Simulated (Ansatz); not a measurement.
Input

```
crystal:
  periodic: [false, false, false]
  atoms:
    - { symbol: B, position_ang: [0.0, 0.0, 0.0] }
    - { symbol: H, position_ang: [0.5157, 0.0, 1.2908] }
    - { symbol: Cl, position_ang: [2.0511, 0.0, 0.1912] }
    - { symbol: H, position_ang: [-1.0305, 0.0, -0.595] }
basis:
  gaussian: { orbitals: "6-31G*" }
hamiltonian:
  xc: pbe
relax:
  f_tol: 0.15
  max_steps: 25
  restrain:
    - { distance: [1, 2], at: 1.37, k: 30.0 }
    - { distance: [0, 1], at: 2.39, k: 30.0 }
    - { distance: [0, 2], at: 3.06, k: 30.0 }
output:
  orbitals: {}
```

Run with:

```sh
ansatz run input.yaml --threads 1 --pin off --max-ram 2048MiB --backend cpu --events-out ev --progress --plain --runs-dir out
```

The fields are those of the run's last geometry, not of the input's.

Not at a stationary point (largest force 0.7 eV/Å).

All numbers below come from RKS PBE/6-31G* (Ansatz 0.2.0).

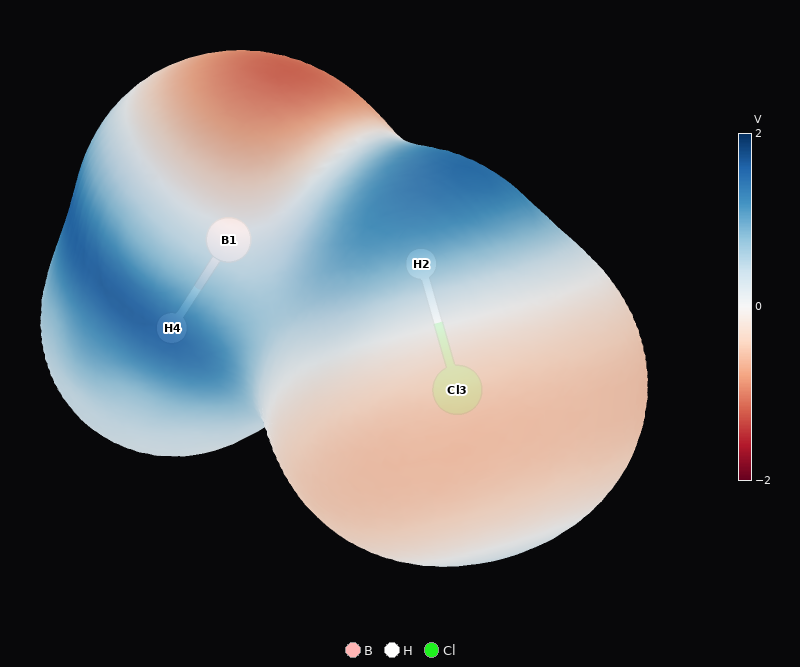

BH···HCl. The electrostatic potential painted on the density surface at 0.002 e/bohr³, seen at a tilt; the colour scale runs from red (negative) to blue (positive).

Q: Describe the electrostatic potential map.

A: The most negative region (about −1.1 V) lies over H2, the most positive (about +1.6 V) over B1. Cl3 shows a σ-hole: about +0.3 V at the tip opposite its bond, against about −0.4 V on its flanks.
